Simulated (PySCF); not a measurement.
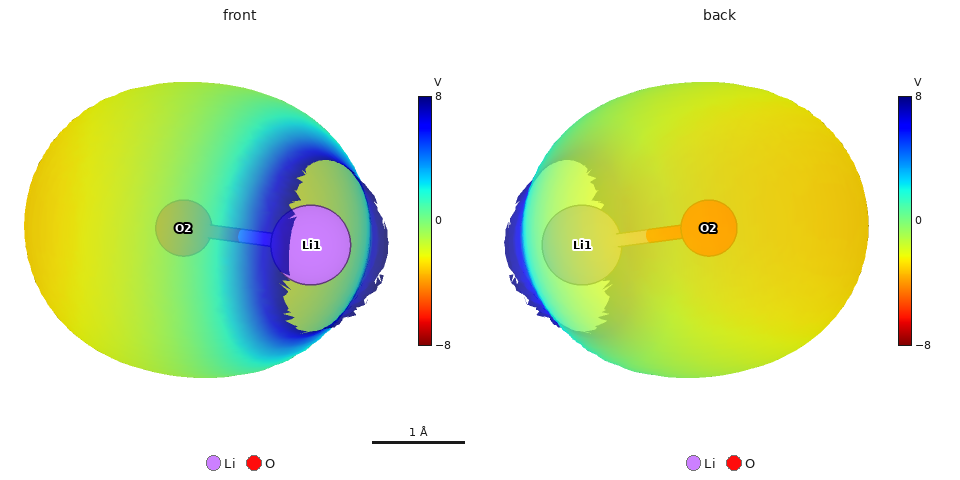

LiO (doublet). The electrostatic potential painted on the density surface at 0.002 e/bohr³, seen from the front and from behind; red is negative and blue positive.

All numbers below come from PBE0/aug-cc-pVDZ(-PP), non-relativistic Hamiltonian with scalar-relativistic core potentials where named, at a bond length of 1.708 Å in PySCF.

**Describe the electrostatic potential map.**

The most negative region (about −3.0 V, or −69 kcal/mol for a unit charge) lies over O2, the most positive (about +7.7 V, or +178 kcal/mol for a unit charge) over Li1. O2 is the likeliest acceptor of a hydrogen bond.
